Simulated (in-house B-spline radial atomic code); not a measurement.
# RPA and GW calculation for Mn²⁺

Mn²⁺, configuration [Ar] 3d5. Computed at this level: RPA, second-order and SOSEX correlation energies and G0W0 (contour deformation) on a scalar-relativistic (spin-free one-electron X2C) mean field, all electrons, B-spline basis (in-house B-spline radial atomic code).

## The input
```
Z = 25
electrons = 23.0
configuration = [Ar] 3d5
hamiltonian = x2c
method = lda,
lmax = 9
rms_radius = 3.7057
spin_polarised = True
box_radius = 17.55
intervals = 70
```

The run was one of a batch that the task file lists, launched with:
```bash
python <driver script> task.json out
```

The program writes its results to a structured record and prints no log; tables and figures of this report are taken from that record.

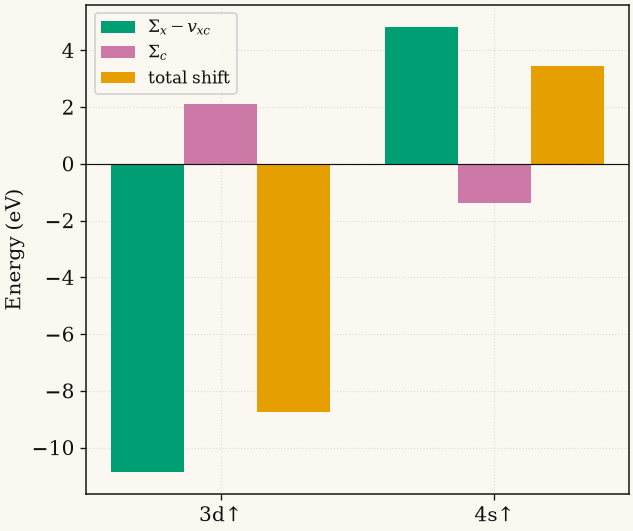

Fig. 1: Parts of the G₀W₀ correction to each level for Mn²⁺ ([Ar] 3d⁵). All-electron spherical atom, scalar X2C, LDA exchange-only start, no spin-orbit coupling, Breit or QED terms; computed with a B-spline radial code. The quasi-particle equation is solved at full frequency; levels of low quasi-particle weight Z are left out. Σ columns are in eV, and Σc holds an estimate for the angular momenta beyond the basis. G₀W₀ moves the highest occupied level, 3d↑, from −24.92 to −33.67 eV (renormalisation factor Z = 0.84). The empty level 4s↑ goes from −19.56 to −16.11 eV.

```csv
Level,Mean field (eV),Σx − vxc (eV),Σc (eV),Z,G₀W₀ (eV)
3d↑,−24.92,−10.87,2.12,0.84,−33.67
4s↑,−19.56,4.82,−1.37,0.96,−16.11
```

## Key numbers

| quantity | value |
| --- | --- |
| outcome | converged |
| mean-field total energy | −1153.28279 hartree |
| total energy with exact exchange alone | −1156.60490 hartree |
| exact exchange energy | −51.00076 hartree |
| RPA correlation, extrapolated in the angular momentum of the empty orbitals | −1.57849 hartree |
| RPA correlation, as summed | −1.56442 hartree |
| direct second-order term | −1.84713 hartree |
| second-order exchange term | 0.60850 hartree |
| SOSEX term | 0.54929 hartree |
| hardware | 1 CPU thread, shared host |
| wall time | 2.1 s |

## Remarks

Limits: spin-orbit coupling, Breit and QED terms are absent.
